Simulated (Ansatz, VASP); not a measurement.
# Cross-check of SrO between VASP and Ansatz

One calculation is typed for both programs; each brings its own data sets and cutoff. How far apart do they land?

Method: plane waves, with VASP 6.6.1 beside it; band structure at LDA, band structure at LDA, spin-orbit coupling and dielectric response at LDA, in Ansatz 0.2.0.

**1. Set-up**

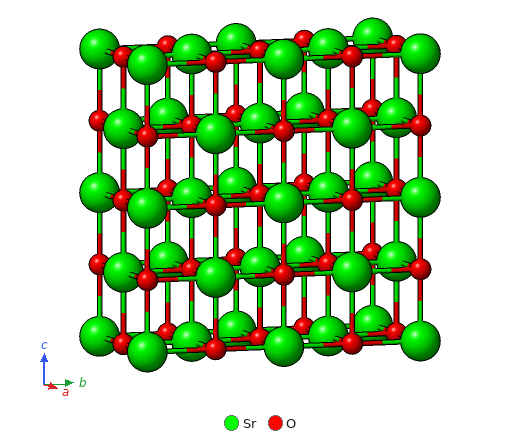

Start, viewed slightly off an axis; strontium green, oxygen red. 1×2×2 cells are drawn. This picture shows the conventional cell, with its axes. Some periodic images of atoms are drawn too.

**2. Ansatz: band structure, LDA**

Ansatz runs on its default PAW (the set named soft_2) files.

Levels along a path test the potential and the projectors away from the mesh points.

input.yaml

```yaml
crystal:
  lattice:
    - [0.0, 2.58066, 2.58066]
    - [2.58066, 0.0, 2.58066]
    - [2.58066, 2.58066, 0.0]
  atoms:
    - { symbol: Sr, position: [0.0, 0.0, 0.0] }
    - { symbol: O, position: [0.5, 0.5, 0.5] }
hamiltonian:
  xc: lda
  pseudopotentials: { kind: paw }
kpoints:
  mp_grid: { grid: [8, 8, 8] }
  band_path:
    path:
      - [0.0, 0.0, 0.0]
      - [0.16667, 0.0, 0.16667]
      - [0.33333, 0.0, 0.33333]
      - [0.5, 0.0, 0.5]
      - [0.5, 0.08333, 0.58333]
      - [0.5, 0.19444, 0.69444]
      - [0.5, 0.25, 0.75]
      - [0.45833, 0.29167, 0.75]
      - [0.40278, 0.34722, 0.75]
      - [0.375, 0.375, 0.75]
      - [0.20833, 0.20833, 0.41667]
      - [0.08333, 0.08333, 0.16667]
      - [0.0, 0.0, 0.0]
      - [0.22222, 0.22222, 0.22222]
      - [0.38889, 0.38889, 0.38889]
      - [0.51389, 0.47222, 0.51389]
      - [0.55556, 0.38889, 0.55556]
      - [0.61111, 0.27778, 0.61111]
      - [0.61111, 0.25, 0.63889]
      - [0.56944, 0.25, 0.68056]
      - [0.51389, 0.25, 0.73611]
      - [0.5, 0.27778, 0.72222]
      - [0.5, 0.38889, 0.61111]
      - [0.5, 0.47222, 0.52778]
      - [0.48611, 0.48611, 0.52778]
      - [0.43056, 0.43056, 0.63889]
      - [0.38889, 0.38889, 0.72222]
      - [0.59722, 0.19444, 0.59722]
      - [0.55556, 0.11111, 0.55556]
      - [0.5, 0.0, 0.5]
    npoints: 1
scf:
  occupations: { method: gaussian, width: 0.03 }
  n_extra_bands: 7
output:
  forces: true
  stress: true
  eigenvalues: true
  write_density: true
  write_potential: true
  elf: true
  volumetric_format: npy
```

The run is started by

```console
> ansatz run input.yaml --threads 2 --pin off --max-ram 4608MiB --backend cpu --events-out ev --progress --plain --runs-dir out
```

Numbers of over 12 decimals in the logs are rounded to 6 here.

Output:

```text
scf.n_extra_bands = 7 over 8 filled bands (N_el = 16.0): the run solves 15 bands
Engine: ansatz 0.2.0, aarch64-unknown-linux-gnu
Pseudopotentials: kind: paw
Pseudopotential: Sr, paw, valence charge 10, recommended cutoff 420 eV (normal), Sr.paw.azcp
Pseudopotential: O, paw, valence charge 6, recommended cutoff 420 eV (normal), O.paw.azcp
Functional definition: SPW92
  exchange = slater_x
  correlation = pw_c
Crystal: 2 atoms, lattice volume = 34.373 Å³
Basis set: ecut = 420 eV, 645 PW (Γ)
Bands: 15, of which v1, the nominal top of the filled ones, is band 8 counted from 1 (7 counted from 0)
Symmetry: 48 space group operations
Space group: Fm-3m (ITA 225), of the structure as read, at distance tolerance 3.3e-5 Å
k-points: 29 of 512
Non-local potential: Sr, projectors of the file, l = 0: 3, l = 1: 2, l = 2: 2
Non-local potential: O, projectors of the file, l = 0: 2, l = 1: 2, l = 2: 1
PAW form: soft (Blöchl's): semilocal exchange-correlation on the pseudo side does not see the compensation charge
PAW frozen core: Sr, regenerated for the run's functional, and the local potential with it (the file was generated under x = pbe(κ = 0.804, μ = 0.219515), c = pbe(β = 0.066725))
PAW frozen core: O, regenerated for the run's functional, and the local potential with it (the file was generated under x = pbe(κ = 0.804, μ = 0.219515), c = pbe(β = 0.066725))
PAW one-centre angular grid: Sr, 110 points (default); XC on 64 Gauss nodes
PAW one-centre angular grid: O, 110 points (default); XC on 64 Gauss nodes
Initial density: superposition of atomic densities (neutral atoms: chi_scale 0, normalization atom), corrected by the library's trained network
Initial wavefunctions: pseudopotential atomic-orbital guess
Functional: x = slater, c = lda
SCF iter   1: F=—  HF=-4002.816485 eV  |F-HF|=—  |Δ(HF+E_count)|=         —  Δρ=1.62e-2  dr2=9.26e-2  ethr=1.77e-3  ⟨swp⟩=8.7  Hψ=3192  notcnv=0  defer=7
preconditioner: auto → none  [insulator: Δε(μ)=2.880 eV  Ē_g=17.871 eV  σ=0.030 eV  W_gap=1.00  n_scr=8 (ndim 8)  ℏωp=23.7 eV  f_vac=0.000  D(μ)=0.00/eV (n_scr^D=0)  ε∞_Penn≈2.8]
SCF iter   2: F=—  HF=-4002.799044 eV  |F-HF|=—  |Δ(HF+E_count)|=   1.74e-2  Δρ=5.66e-3  dr2=1.27e-2  ethr=5.79e-4  ⟨swp⟩=2.0  Hψ=753  notcnv=0  defer=41
SCF iter   3: F=—  HF=-4002.796333 eV  |F-HF|=—  |Δ(HF+E_count)|=   2.71e-3  Δρ=5.56e-4  dr2=5.41e-5  ethr=7.95e-5  ⟨swp⟩=2.1  Hψ=597  notcnv=0  defer=48
SCF iter   4: F=—  HF=-4002.796336 eV  |F-HF|=—  |Δ(HF+E_count)|=   2.66e-6  Δρ=4.96e-5  dr2=7.32e-7  ethr=3.38e-7  ⟨swp⟩=2.6  Hψ=606  notcnv=0  defer=48
iter 5 did not close the SCF: its close was put off for the readings that it lacked (scf_convergence_deferred on its scf_iter line)
SCF iter   5: F=-4002.796336 eV  HF=-4002.796336 eV  |F-HF|=1.37e-8  |Δ(HF+E_count)|=   9.48e-8  Δρ=9.54e-6  dr2=1.83e-8  ethr=4.57e-9  ⟨swp⟩=2.1  Hψ=555  notcnv=0  defer=48
SCF iter   6: F=-4002.796336 eV  HF=-4002.796336 eV  |F-HF|=1.66e-10  |Δ(HF+E_count)|=   2.08e-9  Δρ=9.61e-7  dr2=2.05e-10  ethr=1.14e-10  ⟨swp⟩=11.3  Hψ=2821  notcnv=0
SCF 1 converged in 6 iterations: F = -4002.796336 eV  dr2 = 2.05e-10
  greatest PAW one-centre occupation: 0.987 electrons in one spin orbital (limit 2), on the Sr atom at site 0 (counted from 0), in its partial waves of l = 0
NSCF: frozen V_eff on 30 k-points
SCF converged after 6 iterations
Free energy (F): -4002.796336 eV
Harris-Foulkes:  -4002.796336 eV  (|F-HF|=1.66e-10)
Internal energy: -4002.796336 eV  (E = F + TS)
E sigma→0 (E₀):  -4002.796336 eV
Fermi energy:    8.977850 eV
--- Per-component energies (eV) ---
  E_band       = -64.772036
  E_kinetic    = 420.904220
  E_local      = -872.001329  (includes V_loc(G=0)·N_el)
  E_nonlocal   = 256.068854
  E_hartree    = 233.509413
  E_xc         = -245.675536
  E_vxc        = -257.115099  (∫ρ·V_xc dr)
  E_paw        = -2743.766105  (= ΣΔE_a)
  E_vpaw       = -79.649955  (= ΣTr[D̂ρ^β])
  E_aug_tail   = 0.002453  (compensation charges beyond the density's cutoff)
  E_ewald      = -1052.229361
  E_core_change = 0.391057  (= ΣΔE_core)
  E_smearing   = -0.000000  (= −TS)
  E_closure    = 0.000000  (closes the sum)
  Σ components = -4002.796336   (vs F -4002.796336, Δ=0.00e0)
--- Forces (eV/Å), atoms counted from 1 ---
  atom   1  Sr    -0.00000000     0.00000000     0.00000000
  atom   2  O      0.00000000    -0.00000000    -0.00000000
  max |Σ_I F_I| component: 4.06e-29 eV/Å
--- Stress (GPa, compression-positive) ---
       -5.222805      -0.000000      -0.000000
       -0.000000      -5.222805      -0.000000
       -0.000000       0.000000      -5.222805
  P = ⅓ Tr σ = -5.2228 GPa (-52.228 kbar)
--- Band table (eV; the first three rows and the last of 29) ---
  k-point 0: bands = [... 4 lower, -6.4071, 7.3958, 7.3958, 7.3958, 11.1254, 13.5370, 13.5370, 13.5370, ... 3 higher]
  k-point 1: bands = [... 4 lower, -6.0528, 6.9286, 7.2033, 7.2033, 11.8324, 13.3643, 13.8405, 13.8405, ... 3 higher]
  k-point 2: bands = [... 4 lower, -5.5753, 6.0940, 6.7887, 6.7887, 13.2388, 13.3992, 14.6679, 14.6679, ... 3 higher]
  k-point 28: bands = [... 4 lower, -5.7722, 6.2772, 6.9631, 6.9631, 13.2907, 13.2907, 15.9730, 18.5386, ... 3 higher]
```

Wall time 1.5 s (2 threads of Arm Neoverse V1, shared host); peak memory 0.27 GiB.

In the SCF lines HF is the Harris–Foulkes energy and dr2 the Hartree energy of the density residual, in eV; the loop may stop once dr2 is under the threshold and the program's other checks hold. Hψ counts applications of the Hamiltonian.

**3. VASP: band structure, LDA**

The same cell, functional (in two slightly different forms), mesh and smearing now go to VASP, with its own data sets and cutoff.

Lines of VASP's logs that name or quote its potential files are left out, and so is its time.

INCAR

```
SYSTEM = SrO
PREC = Accurate
ENCUT = 460
EDIFF = 1E-06
NELM = 100
ISMEAR = 0
SIGMA = 0.03
LREAL = .FALSE.
ALGO = Normal
GGA = CA
NBANDS = 20
LORBIT = 11
LWAVE = .FALSE.
LCHARG = .FALSE.
KPAR = 4
LASPH = .TRUE.
```

POSCAR

```
SrO
1.0
    0.0000000000      2.5806600000      2.5806600000
    2.5806600000      0.0000000000      2.5806600000
    2.5806600000      2.5806600000      0.0000000000
Sr O
1 1
Direct
    0.0000000000      0.0000000000      0.0000000000
    0.5000000000      0.5000000000      0.5000000000
```

KPOINTS

```
Automatic mesh
0
Gamma
8 8 8
0 0 0
```

KPOINTS_OPT

```
Line mode
10
Line-mode
Reciprocal
  0.00000000   0.00000000   0.00000000 GAMMA
  0.50000000   0.00000000   0.50000000 X

  0.50000000   0.00000000   0.50000000 X
  0.50000000   0.25000000   0.75000000 W

  0.50000000   0.25000000   0.75000000 W
  0.37500000   0.37500000   0.75000000 K

  0.37500000   0.37500000   0.75000000 K
  0.00000000   0.00000000   0.00000000 GAMMA

  0.00000000   0.00000000   0.00000000 GAMMA
  0.50000000   0.50000000   0.50000000 L

  0.50000000   0.50000000   0.50000000 L
  0.62500000   0.25000000   0.62500000 U

  0.62500000   0.25000000   0.62500000 U
  0.50000000   0.25000000   0.75000000 W

  0.50000000   0.25000000   0.75000000 W
  0.50000000   0.50000000   0.50000000 L

  0.50000000   0.50000000   0.50000000 L
  0.37500000   0.37500000   0.75000000 K

  0.62500000   0.25000000   0.62500000 U
  0.50000000   0.00000000   0.50000000 X
```

The projector-augmented-wave data sets are Sr_sv and O (LDA family, release 64).

The run is started by

```console
> mpirun -np 4 vasp_std
```

Output:

```text
[banner, memory and clock lines left out]
running    4 mpi-ranks, on    1 nodes
 distrk:  each k-point on    1 cores,    4 groups
 distr:  one band on    1 cores,    1 groups

 POSCAR found type information on POSCAR SrO
 POSCAR found :  2 types and       2 ions
 LDA part: xc-table for (Slater(with rela. corr.)+CA(PZ))
 , standard interpolation
 POSCAR, INCAR and KPOINTS ok, starting setup
 FFT: planning ... GRIDC
 FFT: planning ... GRID_SOFT
 FFT: planning ... GRID
 WAVECAR not read
 entering main loop
       N       E                     dE             d eps       ncg     rms          rms(c)
DAV:   1     0.606435680657E+02    0.60644E+02   -0.74489E+03  1160   0.713E+02
DAV:   2    -0.129110366552E+02   -0.73555E+02   -0.68702E+02  1472   0.183E+02
DAV:   3    -0.155021547746E+02   -0.25911E+01   -0.25685E+01  1540   0.279E+01
DAV:   4    -0.155427425281E+02   -0.40588E-01   -0.40572E-01  1424   0.339E+00
DAV:   5    -0.155437690240E+02   -0.10265E-02   -0.10265E-02  1468   0.451E-01    0.168E+01
DAV:   6    -0.136003822241E+02    0.19434E+01   -0.34339E+00  1248   0.143E+01    0.201E+01
DAV:   7    -0.134162282890E+02    0.18415E+00   -0.21826E-01  1336   0.375E+00    0.112E+01
DAV:   8    -0.133667551180E+02    0.49473E-01   -0.17421E-01  1528   0.277E+00    0.975E-01
DAV:   9    -0.133676138890E+02   -0.85877E-03   -0.62498E-03  1668   0.337E-01    0.365E-01
DAV:  10    -0.133673974494E+02    0.21644E-03   -0.22735E-04  1288   0.120E-01    0.187E-01
DAV:  11    -0.133673678028E+02    0.29647E-04   -0.15766E-04  1416   0.962E-02    0.292E-02
DAV:  12    -0.133673696071E+02   -0.18043E-05   -0.90560E-06  1404   0.197E-02    0.809E-03
DAV:  13    -0.133673696642E+02   -0.57066E-07   -0.35825E-07   800   0.477E-03
   1 F= -.13367370E+02 E0= -.13367370E+02  d E =-.567923E-24
 Start KPOINTS_OPT (optional k-point list driver)
k-point batch [1-29\100]
       N       E                     dE             ncg
DAV:   1    -0.257696230443E+04   -0.17112E+05     1176
DAV:   2    -0.460695111269E+04   -0.20300E+04     1472
DAV:   3    -0.467691152897E+04   -0.69960E+02     1552
DAV:   4    -0.467810869039E+04   -0.11972E+01     1368
DAV:   5    -0.467813200277E+04   -0.23312E-01     1472
DAV:   6    -0.467813256106E+04   -0.55829E-03     1364
DAV:   7    -0.467813257506E+04   -0.14004E-04     1380
DAV:   8    -0.467813257536E+04   -0.29713E-06      872
[...]
k-point batch [88-100\100]
       N       E                     dE             ncg
DAV:   1     0.718349000703E+04   -0.86779E+04      520
DAV:   2     0.626980566411E+04   -0.91368E+03      640
DAV:   3     0.624184228113E+04   -0.27963E+02      740
DAV:   4     0.624147656726E+04   -0.36571E+00      592
DAV:   5     0.624147063593E+04   -0.59313E-02      664
DAV:   6     0.624147052221E+04   -0.11372E-03      588
DAV:   7     0.624147051973E+04   -0.24783E-05      608
DAV:   8     0.624147051968E+04   -0.49300E-07      396
```

Parts of OUTCAR (step 3):

```text
ion  position               nearest neighbor table
   1  0.000  0.000  0.000-   2 2.58   2 2.58   2 2.58   2 2.58   2 2.58   2 2.58
   2  0.500  0.500  0.500-   1 2.58   1 2.58   1 2.58   1 2.58   1 2.58   1 2.58

  LATTYP: Found a face centered cubic cell.
 ALAT       =     5.1613200000

 Subroutine GETGRP returns: Found 48 space group operations
 (whereof 48 operations were pure point group operations)

The static configuration has the point symmetry O_h .

 Found     29 irreducible k-points:

   k-points           NKPTS =     29   k-points in BZ     NKDIM =     29   number of bands    NBANDS=     20

   dimension x,y,z NGX =    28 NGY =   28 NGZ =   28
   dimension x,y,z NGXF=    56 NGYF=   56 NGZF=   56

   ENCUT  =  460.0 eV  33.81 Ry    5.81 a.u.   6.38  6.38  6.38*2*pi/ulx,y,z

   NELECT =      16.0000    total number of electrons

 k-points in reciprocal lattice and weights: Automatic mesh
   0.00000000  0.00000000  0.00000000       0.002
   0.12500000  0.00000000  0.00000000       0.016
   0.25000000  0.00000000  0.00000000       0.016
   0.37500000  0.00000000  0.00000000       0.016
   0.50000000  0.00000000  0.00000000       0.008
   0.12500000  0.12500000  0.00000000       0.012
   0.25000000  0.12500000  0.00000000       0.047
   0.37500000  0.12500000  0.00000000       0.047
   0.50000000  0.12500000  0.00000000       0.047
[...]
-0.37500000  0.50000000  0.12500000       0.023
  -0.25000000  0.50000000  0.25000000       0.012

 average (electrostatic) potential at core
       1 -36.4403       2 -72.0123

 E-fermi :   1.4925

 k-point     1 :       0.0000    0.0000    0.0000
  band No.  band energies     occupation
    ...
      4     -12.5718      2.00000
      5     -12.5718      2.00000
      6       1.2877      2.00000
      7       1.2877      2.00000
      8       1.2877      2.00000
      9       5.0098      0.00000
     10       7.3692      0.00000
     11       7.3692      0.00000
     12       7.3692      0.00000
     13       9.5674      0.00000
    ...

 k-point     2 :       0.1250    0.0000    0.0000
  band No.  band energies     occupation
    ...
      4     -12.5843      2.00000
      5     -12.2034      2.00000
      6       0.8162      2.00000
      7       1.0898      2.00000
      8       1.0898      2.00000
      9       5.7171      0.00000
     10       7.2101      0.00000
     11       7.6762      0.00000
     12       7.6762      0.00000
     13       9.9733      0.00000
    ...

 k-point     3 :       0.2500    0.0000    0.0000
  band No.  band energies     occupation
    ...
      4     -12.6141      2.00000
      5     -11.7173      2.00000
      6      -0.0278      2.00000
      7       0.6634      2.00000
      8       0.6634      2.00000
      9       7.1073      0.00000
     10       7.2795      0.00000
     11       8.5104      0.00000
     12       8.5104      0.00000
     13      10.9878      0.00000
    ...

  Total       -1.0808298     -1.0808298     -1.0808298     -0.0000000     -0.0000000      0.0000000
  in kB      -50.3785325    -50.3785325    -50.3785325     -0.0000000     -0.0000000      0.0000000
  external PRESSURE =     -50.3785325 kB  Pullay stress =       0.0000000 kB

  energy-cutoff  :      460.00
  volume of cell :       34.37
      direct lattice vectors                 reciprocal lattice vectors
     0.000000000  2.580660000  2.580660000    -0.193748886  0.193748886  0.193748886
     2.580660000  0.000000000  2.580660000     0.193748886 -0.193748886  0.193748886
     2.580660000  2.580660000  0.000000000     0.193748886  0.193748886 -0.193748886

 POSITION                                       TOTAL-FORCE (eV/Angst)
 -----------------------------------------------------------------------------------
      0.00000      0.00000      0.00000         0.000000     -0.000000     -0.000000
      2.58066      2.58066      2.58066        -0.000000      0.000000      0.000000
 -----------------------------------------------------------------------------------
    total drift:                                0.000000      0.000000      0.000000

  FREE ENERGIE OF THE ION-ELECTRON SYSTEM (eV)
  ---------------------------------------------------
  free  energy   TOTEN  =       -13.3673696642 eV

  energy  without entropy=      -13.3673696642  energy(sigma->0) =      -13.36736966

 total charge
# of ion       s       p       d       tot
------------------------------------------
    1        2.016   5.800   0.258   8.074
    2        1.548   3.396   0.000   4.944
--------------------------------------------------
tot          3.564   9.196   0.258  13.018

[... 3 further parts left out ...]
```

The run ends at a pressure of -5.04 GPa.

**4. Differences**

Known differences besides the PAW data sets themselves: the two LDA forms differ slightly; the cutoff is 420 eV in Ansatz and 460 eV in VASP; Ansatz makes its cores anew for this functional, VASP keeps those of its LDA data sets. Total energies have different zeros and are not compared.

Both answers:

```tsv
quantity	Ansatz	VASP	difference
pressure (GPa)	-5.22	-5.04	-0.18
gap over the path points (eV)	3.164	3.109	+0.055
```

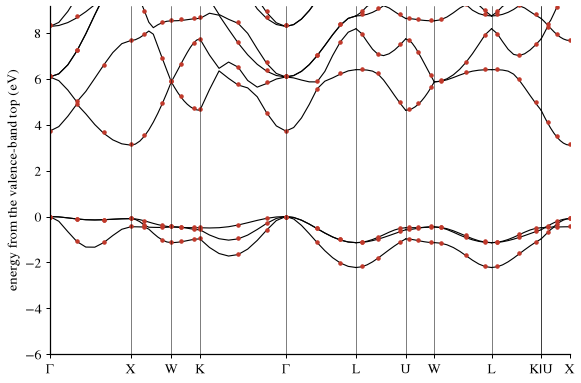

Bands from VASP (lines) and levels from Ansatz (dots). Dots without a line are higher empty bands that the VASP plot leaves out.

Levels at points of the path, from each program's valence-band top (eV; 3 filled, then empty):

```tsv
k (reciprocal lattice)	Ansatz	VASP
0.000 0.000 0.000	0.00 0.00 0.00 3.73 6.14 6.14	0.00 0.00 0.00 3.72 6.08 6.08
0.167 0.000 0.167	-1.07 -0.10 -0.10 4.91 5.04 7.26	-1.09 -0.11 -0.11 4.90 5.00 7.21
0.333 0.000 0.333	-1.11 -0.13 -0.13 3.67 6.62 9.61	-1.14 -0.14 -0.14 3.62 6.61 9.55
0.500 0.000 0.500	-0.43 -0.08 -0.08 3.16 7.71 10.02	-0.45 -0.09 -0.09 3.11 7.67 10.08
0.500 0.083 0.583	-0.44 -0.36 -0.17 3.54 7.97 8.97	-0.46 -0.38 -0.19 3.50 7.93 8.97
0.500 0.194 0.694	-1.01 -0.45 -0.38 4.96 6.91 8.50	-1.02 -0.47 -0.40 4.92 6.89 8.45
0.500 0.250 0.750	-1.12 -0.43 -0.43 5.89 5.89 8.58	-1.14 -0.45 -0.45 5.87 5.87 8.53
0.458 0.292 0.750	-1.08 -0.45 -0.45 5.24 6.66 8.59	-1.10 -0.48 -0.47 5.21 6.64 8.54
0.403 0.347 0.750	-0.98 -0.54 -0.47 4.74 7.58 8.66	-1.00 -0.56 -0.49 4.70 7.56 8.61
0.375 0.375 0.750	-0.96 -0.56 -0.47 4.67 7.75 8.67	-0.98 -0.58 -0.49 4.63 7.74 8.63
```

Among the levels compared (up to four filled and three empty ones at each point), filled levels agree within 30 meV and empty ones within 63 meV. Ansatz's pressure holds a Pulay correction of 0.50 GPa; VASP's holds none.

**5. Ansatz: band structure, LDA, spin-orbit coupling**

Levels along a path test the potential and the projectors away from the mesh points.

Edit input.yaml of step 2 so:

```diff
@@ -10,3 +10,6 @@
   xc: lda
-  pseudopotentials: { kind: paw }
+  pseudopotentials: { kind: paw_fr }
+magnetization:
+  noncollinear: true
+  spin_orbit: true
 kpoints:
@@ -48,3 +51,3 @@
   occupations: { method: gaussian, width: 0.03 }
-  n_extra_bands: 7
+  n_extra_bands: 14
 output:
```

The run is started by

```console
> ansatz run input.yaml --threads 2 --pin off --max-ram 4608MiB --backend cpu --events-out ev --progress --plain --runs-dir out
```

Output:

```text
[...]
non-collinear run that drives no moment, with spin-orbit: no starting moment large enough to seed its density (crystal.atoms[].spin), no starting occupations that ask for one, no magnetisation constraint and no magnetic field, so the semilocal B_xc is pinned to zero
Crystal: 2 atoms, lattice volume = 34.373 Å³
Basis set: ecut = 420 eV, 645 PW (Γ)
[...]
k-point 1: bands = [... 12 lower, 7.1870, 7.1870, 7.2216, 7.2216, 11.8334, 11.8334, 13.3645, 13.3645, ... 10 higher]
  k-point 2: bands = [... 12 lower, 6.7759, 6.7759, 6.8016, 6.8016, 13.2394, 13.2394, 13.3987, 13.3987, ... 10 higher]
  k-point 28: bands = [... 12 lower, 6.9201, 6.9201, 7.0060, 7.0060, 13.2909, 13.2909, 13.2914, 13.2914, ... 10 higher]
[key lines of the parts left out:]
SCF converged after 8 iterations
Magnetization: |M| = 0.0000 μB,  M = (+0.0000, +0.0000, +0.0000) μB
Free energy (F): -4003.387491 eV
Fermi energy:    8.988581 eV
P = ⅓ Tr σ = -5.2253 GPa (-52.253 kbar)
```

The job ended after 5.2 s (2 threads; peak memory 0.37 GiB).

[end of part 1 of 2]

[Lines on the potential files, build, host, timing and source positions are cut from VASP's logs without a mark.]

[Logs are printed without paths, hosts, clocks, repeated set-up lines and the standing remarks that a program may print on its own settings, such as how far it seeks lower states.]

[Hosts, paths, dates, database ids (printed as entryN), source tags and the programs' standing remarks are cut or masked in the printed files.]
